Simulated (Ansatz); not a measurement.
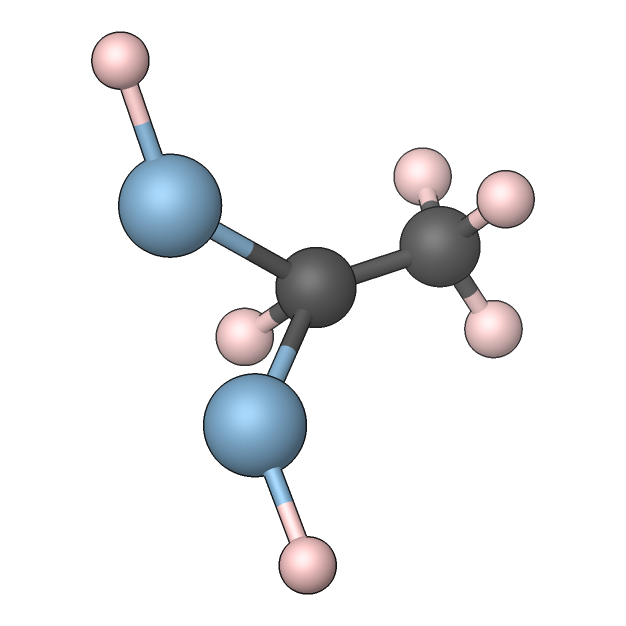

Rendered structure (ball-and-stick style). Every bond is drawn as one stick, whatever its order. Colours: carbon dark grey, aluminium light blue, hydrogen pink.

Computed geometry: PBE0-D4/def2-TZVP optimisation.

What does the picture show?

It has 10 atoms: 2 carbon, 6 hydrogen and 2 aluminium (C2H6Al2). Coordination, clear cases only: 1 C tetrahedral; 2 Al bent.

The parts below concern this one geometry. Atoms keep their numbers from picture to picture.

## Levels of theory compared

Program: Ansatz 0.2.0.

Compare HOMO energy (eV), HOMO–LUMO gap (eV) at these levels: B97M-V/def2-TZVPP; BHLYP-D4/def2-TZVPP; BLYP-D4/def2-TZVPP; PBE-D4/def2-TZVPP; PBE0-D4/def2-SVP; PBE0-D4/def2-TZVPP; r2SCAN0-D4/def2-TZVPP; revPBE-D4/def2-TZVPP; ωB97M-V/def2-QZVPP; ωB97M-V/def2-SVP; ωB97M-V/def2-TZVPP; ωB97X-V/def2-TZVPP.

```
                level  HOMO energy (eV)  HOMO–LUMO gap (eV)
    B97M-V/def2-TZVPP             −4.95                2.41
  BHLYP-D4/def2-TZVPP             −6.41                5.36
   BLYP-D4/def2-TZVPP             −4.62                2.16
    PBE-D4/def2-TZVPP             −4.77                2.14
     PBE0-D4/def2-SVP             −5.66                3.79
   PBE0-D4/def2-TZVPP             −5.65                3.76
r2SCAN0-D4/def2-TZVPP             −5.74                3.95
 revPBE-D4/def2-TZVPP             −4.73                2.17
   ωB97M-V/def2-QZVPP             −7.50                7.15
     ωB97M-V/def2-SVP             −7.45                7.34
   ωB97M-V/def2-TZVPP             −7.48                7.27
   ωB97X-V/def2-TZVPP             −7.70                7.71
```

## Charges

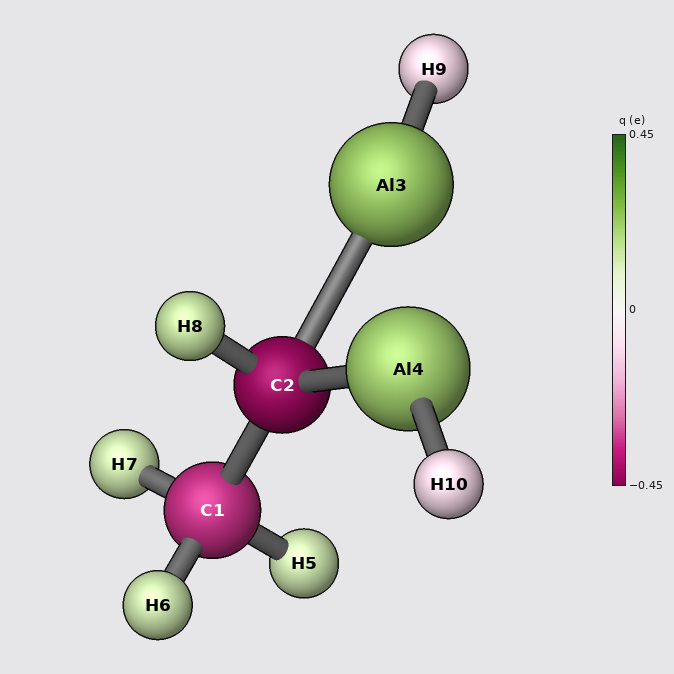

Atoms are coloured by their Mulliken charges. Level of theory: RKS PBE0-D4/def2-TZVP (Ansatz 0.2.0).

Give the Mulliken charges atom by atom.

| atom | value (e) |
| --- | --- |
| C1 | −0.34 |
| C2 | −0.42 |
| Al3 | 0.22 |
| Al4 | 0.21 |
| H5 | 0.12 |
| H6 | 0.12 |
| H7 | 0.12 |
| H8 | 0.14 |
| H9 | −0.09 |
| H10 | −0.09 |

## Dipole moment

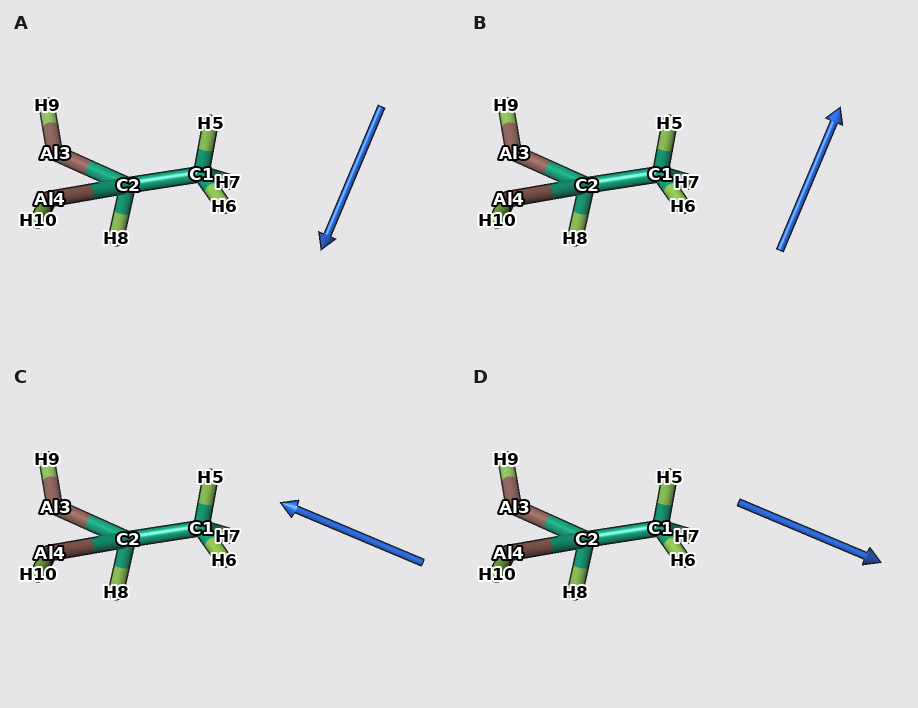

The same molecule four times, each with an arrow. Properties computed with RKS ωB97M-V/def2-TZVPP (Ansatz 0.2.0).

Question: Which arrow points along the dipole moment, from the negative to the positive end?

Answer: D. The dipole moment is 0.36 D; it points from the side of H9, H10 to the side of H6, H7 (the outermost atoms at the two ends).

Mulliken values depend strongly on the basis set and can even reverse the polarity of a bond.
